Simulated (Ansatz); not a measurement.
System: CH5NO2Si.

The calculation's input:

```
crystal:
  periodic: [false, false, false]
  atoms:
    - { symbol: "N", position_ang: [1.2356, 1.2264, 0.455] }
    - { symbol: Si, position_ang: [0.2992, -0.1248, 0.922] }
    - { symbol: C, position_ang: [-0.8534, -0.7891, -0.4748] }
    - { symbol: O, position_ang: [-1.4362, -1.7691, -0.2667] }
    - { symbol: O, position_ang: [-0.844, -0.1663, -1.6801] }
    - { symbol: H, position_ang: [0.5181, 1.9889, 0.1324] }
    - { symbol: H, position_ang: [1.7492, 1.0315, -0.3839] }
    - { symbol: H, position_ang: [1.3694, -1.0942, 1.3209] }
    - { symbol: H, position_ang: [-0.4724, 0.3222, 2.1524] }
    - { symbol: H, position_ang: [-1.4824, -0.6768, -2.1742] }
magnetization:
  spin_polarized: true
basis:
  gaussian: { orbitals: "6-31G*" }
hamiltonian:
  xc: pbe
  dispersion: d4
relax:
  f_tol: 0.02
  max_steps: 50
output:
  orbitals: {}
```

Launched as:

```sh
ansatz run input.yaml --threads 2 --pin off --max-ram 3072MiB --backend cpu --events-out ev --progress --plain --runs-dir out
```

The fields are those of the relaxed geometry.

Computed with UKS PBE-D4/6-31G* in Ansatz.

> What will maps of the electron density and electron localisation function show?

C–O (1.22 Å): the density is about 3.2 e/Å³ at the midpoint; the ELF peaks at about 0.85 between the atoms; a short, multiple covalent bond.
Si–N (1.74 Å): the density is about 1.1 e/Å³ at the midpoint; the ELF peaks at about 0.90 between the atoms; a shared but strongly polarised pair.
C–Si (1.94 Å): the density is about 0.88 e/Å³ at the midpoint; the ELF peaks at about 1 between the atoms; a covalent bond.
O–H (0.99 Å): ρ is about 3.5 e/Å³ halfway; the ELF climbs to about 1 towards the hydrogen, as it does in any bond to H: an ordinary covalent bond to hydrogen.

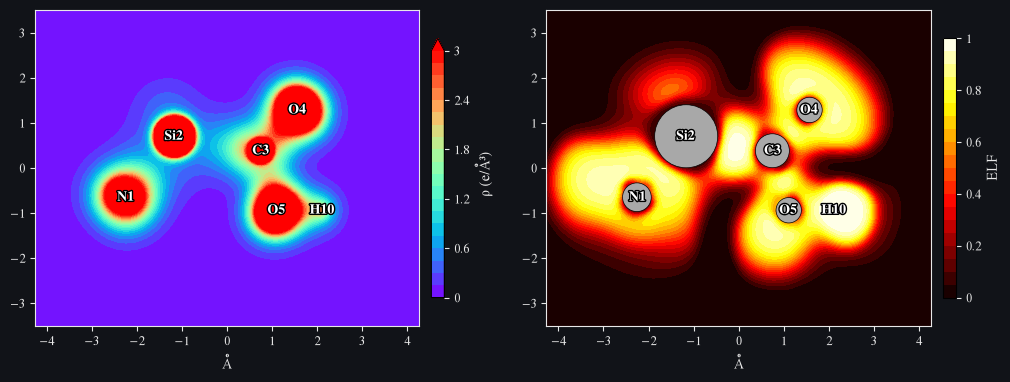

Computed electron density and electron localisation function on the plane of atoms Si2, C3 and O5, in this order. Grey discs cover the atomic cores in the ELF map. 
